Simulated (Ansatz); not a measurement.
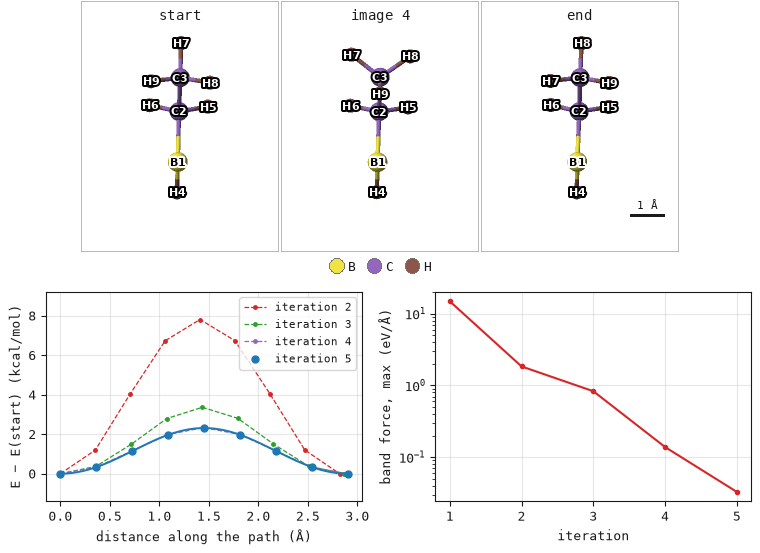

NEB run on C2H6B (multiplicity 2). Images are numbered from 0 (start) to 8 (end). The plot follows the band through its iterations. Style: ball-and-stick. Shown from a free direction.

Computed with Ansatz, UKS CAM-B3LYP/6-31G*. Run with 7 movable images; climbing image; force threshold 0.05 eV/Å; iteration limit 46; starting path by straight interpolation.

Question: Did the band converge, and can the barrier be trusted?

Answer: The run is converged, with reservations. The band converged in 5 iterations. The largest component of the band force went from 15 to 0.033 eV/Å. The climbing image converged on the top of the path. Its curvatures weren't checked. The straight starting path can push atoms close together and costs iterations. The first iteration put the highest image at 108.63 kcal/mol. The two ends have the same energy, and the highest point, image 4, lies 2.31 kcal/mol above the start.

The run took 4.3 min on 1 thread of AMD EPYC (Zen 3) (shared host), peak memory 0.16 GiB.
